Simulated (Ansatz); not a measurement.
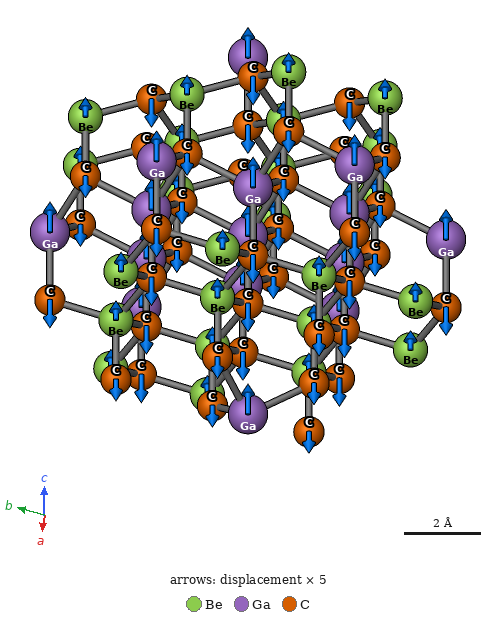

This is a relaxation of a crystal of BeGaC2 (a generated structure, set up in P6_3mc) (coarse preliminary run). The starting structure is drawn; blue arrows show the displacements (the part carried along by the change of the cell is left out), 5 times their true length.

The picture is a ball-and-stick view of the atoms within 5.8 Å of the atom that moves most (axes of the cell of the calculation), seen from a free direction.

The calculation used DFT PBE, scalar-relativistic, plane waves, PAW (Ansatz 0.2.0).

Input file:
```yaml
crystal:
  lattice:
    - [3.04614473, 0.0, 0.0]
    - [-1.52307236, 2.63803872, 0.0]
    - [0.0, 0.0, 10.482476]
  atoms:
    - { symbol: Be, position: [0.66666667, 0.33333333, 0.16717088] }
    - { symbol: Be, position: [0.33333333, 0.66666667, 0.66717088] }
    - { symbol: Ga, position: [0.0, 0.0, 0.41000167] }
    - { symbol: Ga, position: [0.0, 0.0, 0.91000167] }
    - { symbol: C, position: [0.66666667, 0.33333333, 0.0], spin: 1.0 }
    - { symbol: C, position: [0.0, 0.0, 0.21961261], spin: 1.0 }
    - { symbol: C, position: [0.33333333, 0.66666667, 0.5], spin: 1.0 }
    - { symbol: C, position: [0.0, 0.0, 0.71961261], spin: 1.0 }
basis:
  ecutwfc: 420
kpoints:
  mp_grid: { grid: [6, 6, 2] }
hamiltonian:
  xc: pbe
scf:
  occupations: { method: gaussian, width: 0.1 }
  lower_state_search: "off"
output:
  forces: true
  stress: true
  eigenvalues: true
  populations: true
magnetization:
  spin_polarized: true
relax:
  adjacent_minimum: "off"
  f_tol: 0.04
  max_steps: 70
  cell: { stress_tol: 0.4 }
```

Run as
```bash
ansatz run input.yaml --threads 1 --pin off --max-ram 2560MiB --backend cpu --events-out ev --progress --plain --runs-dir out
```

What did the optimiser do to the structure, and how much energy did it gain?

Answer. After 10 accepted moves (12 points after the start) the energy has fallen by 65.7 meV per atom. Largest force component: 0.21 eV/Å at the start, 0.025 eV/Å at the end. Pressure: 6.17 GPa at the start and −0.12 GPa at the end. At 2 points the geometry stayed and the basis and grid were re-selected for the new cell (energy shift of 3.5 meV per atom at most each time). The largest moves relative to the cell, 0.18 Å, are those of Ga3 and Ga4. Ga3 goes along +c. By element the largest moves are Ga 0.18 Å, C 0.17 Å, Be 0.12 Å. Cell: a = b 3.046 → 3.277 Å (+7.6 %), c 10.482 → 9.381 Å (−10.5 %). Volume +3.6 %. Among the contacts that change: Ga3–C8 3.245 → 2.554 Å, Ga3–C6 1.996 → 2.136 Å, Be1–C5 1.752 → 1.816 Å, Be1–C6 1.843 → 1.903 Å. Bond angles that change, for instance: C5–Ga4–C5 99.5° → 112.9°, Ga4–C5–Ga4 99.5° → 112.9°, Be1–C5–Ga4 118.2° → 105.7°. The space group stays P6_3mc (No. 186). The program noted that the starting moments weren't kept.
